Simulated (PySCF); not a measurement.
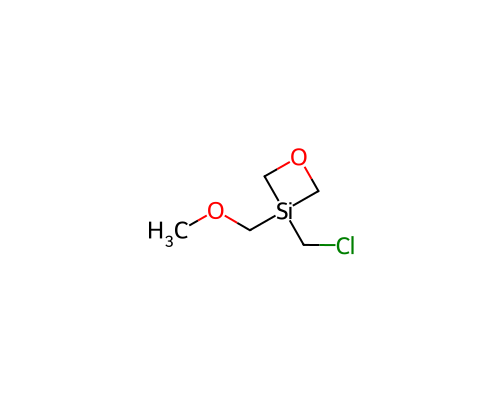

The computed structure is the end point of a GFN2-xTB optimisation. No frequency run is at hand to confirm it as a minimum. Method: PBE0/pcSseg-1, gas phase (PySCF 2.14.0).

Q: Estimate the HOMO energy (Kohn–Sham orbital).

A: −7.10 eV.

Q: What is the dipole moment?

A: 2.53 D.

Q: Estimate the LUMO energy (Kohn–Sham orbital).

A: 0.14 eV.

The geometry is semi-empirical. Around Si such bond lengths and angles can be off by a tenth of an ångström or more and by several degrees, and values that hang on the shape move with them.
